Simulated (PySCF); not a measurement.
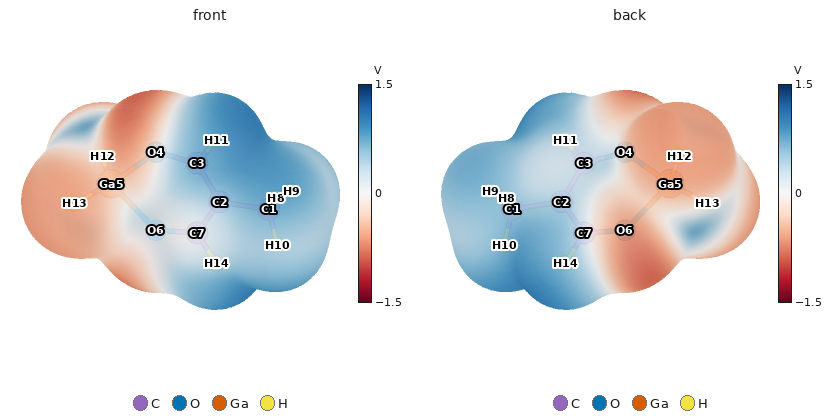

The picture shows: C4H7GaO2 (SMILES CC1=C[O][GaH2-][O+]=C1). The molecular electrostatic potential painted on the density surface at 0.001 e/bohr³, seen from the front and from behind; the colour scale runs from red (negative) to blue (positive).

Geometry: GFN2-xTB.

The calculation used CAM-B3LYP/def2-SVPD, SCF density, gas phase in PySCF 2.14.0.

```xyz
14

C    -2.1944   -0.1178    0.1611
C    -0.6987   -0.0314    0.0402
C     0.0168    0.8254    0.8718
O     1.2742    0.9873    0.8931
Ga    2.6345    0.1309   -0.1847
O     1.2307   -0.8535   -1.0799
C    -0.0232   -0.8137   -0.8911
H    -2.6175    0.8556    0.3955
H    -2.4758   -0.8088    0.9557
H    -2.6324   -0.4728   -0.7676
H    -0.5566    1.4338    1.5864
H     3.4476   -0.8261    0.7004
H     3.2194    1.1581   -1.1642
H    -0.6251   -1.4676   -1.5390
```

Q: Describe the electrostatic potential map.

A: The most negative region (about −0.9 V, or −21 kcal/mol for a unit charge) lies over O4 and O6, the most positive (about +1.0 V, or +23 kcal/mol for a unit charge) over H10, H11 and H14.

Q: What dipole moment does the calculation give?

A: Its dipole moment is 3.62 D.
